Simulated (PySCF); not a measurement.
C₆H₁₃P

```xyz
20

C    -2.3179    0.6994   -0.1879
C    -1.1870   -0.3070   -0.0154
C    -0.3080   -0.0129    1.1991
C     0.8682   -0.9782    1.1208
P     1.3667   -1.1071   -0.6782
C     2.4540    0.3940   -0.7624
C    -0.2463   -0.3222   -1.2226
H    -1.9195    1.7066   -0.2980
H    -2.9059    0.4638   -1.0726
H    -2.9769    0.6832    0.6778
H    -1.6168   -1.3075    0.1084
H     0.0413    1.0206    1.1473
H    -0.8600   -0.1363    2.1324
H     0.5617   -1.9731    1.4535
H     1.7178   -0.6684    1.7306
H     1.9961    1.2548   -0.2788
H     2.6530    0.6260   -1.8071
H     3.4004    0.1636   -0.2766
H    -0.6752   -0.8840   -2.0541
H    -0.0508    0.6953   -1.5701
```

Geometry: GFN2-xTB.

Level of theory: CAM-B3LYP/def2-SVPD, SCF density, gas phase in PySCF 2.14.0.

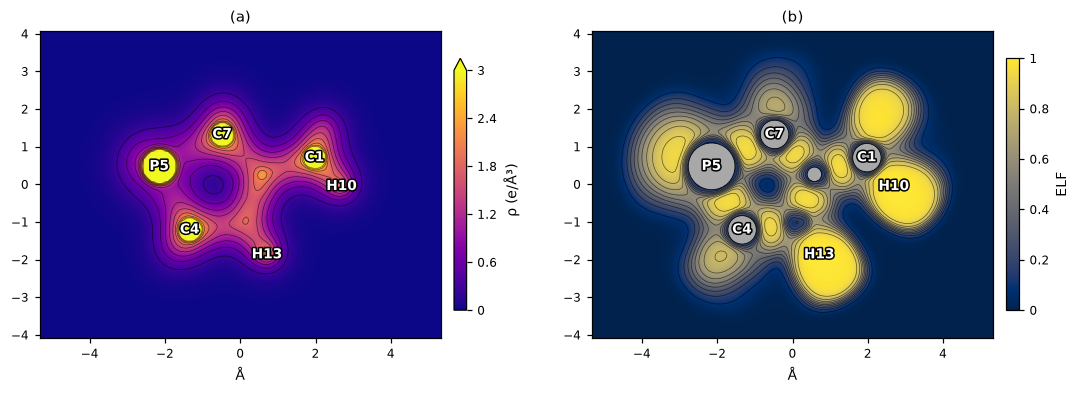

Figure 1. (a) electron density; (b) ELF on the plane of atoms C4, P5 and C7. Grey discs cover the atomic cores in the ELF map.

Describe what can be read from this map.

The plane passes through C, P and H nuclei.
C–P (1.87 Å): ρ at the midpoint is about 1.1 e/Å³; the ELF peaks at about 0.95 between the atoms, as expected for localised, covalent bonding.
C–H (1.09 Å): ρ is about 1.9 e/Å³ halfway; the ELF climbs to about 1 towards the hydrogen, as it does in any bond to H; an ordinary covalent bond to hydrogen.
The ELF also peaks beside P5, away from the bonds: lone-pair regions.

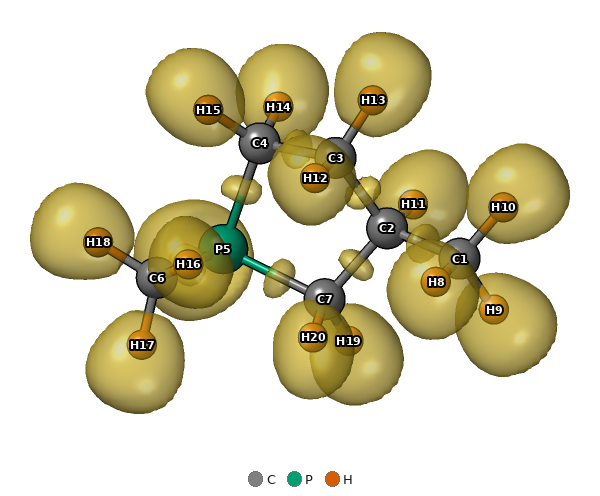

Figure 2. Isosurface of the electron localisation function at 0.9 (yellow), seen across its widest extent. Core shells and regions of very low density are left out.

Describe the localisation domains.

The ELF exceeds this value in four regions between bonded C–C atoms (shared pairs), three regions between bonded C–P atoms (shared pairs), 13 regions around hydrogen nuclei and one lobe on P, pointing away from the bonds (lone pairs). Along the contacts the grid gives the following. C–C (1.52 Å): the ELF peaks at about 0.95 between the atoms (a shared electron pair). C–P (1.86 Å): the ELF peaks at about 0.95 between the atoms, as expected for a covalent bond.

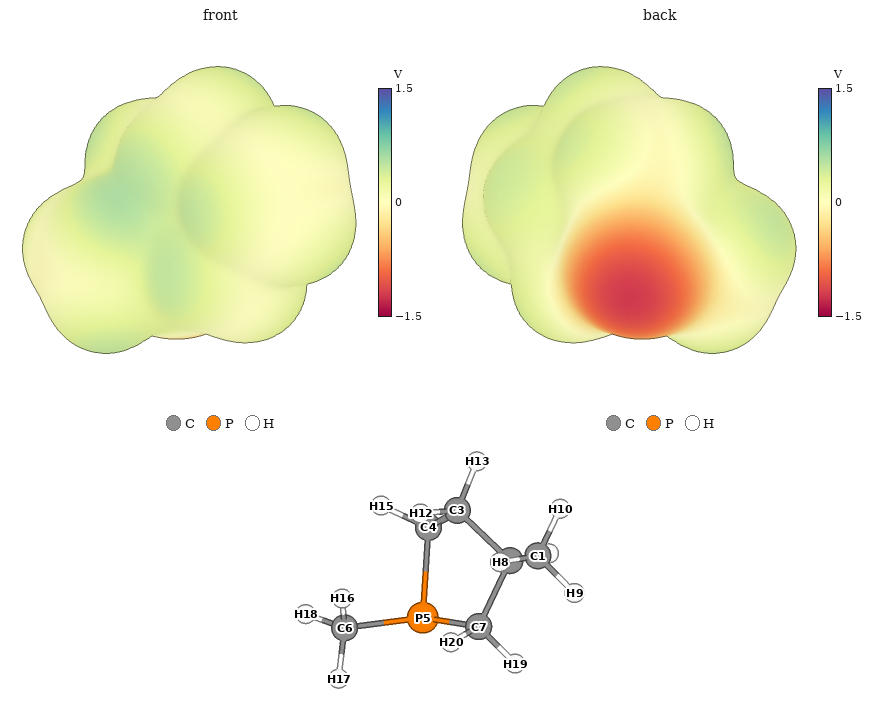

Figure 3. The electrostatic potential painted on the density surface at 0.001 e/bohr³, seen from the front and from behind; the colour scale runs from red (negative) to blue (positive). The bare structure is drawn below in the same view.

Describe the electrostatic potential map.

The most negative region (about −1.2 V) lies over P5, the most positive (about +0.6 V) over H12 and H16.

How polar is the molecule by this calculation?

Its dipole moment is 1.41 D.
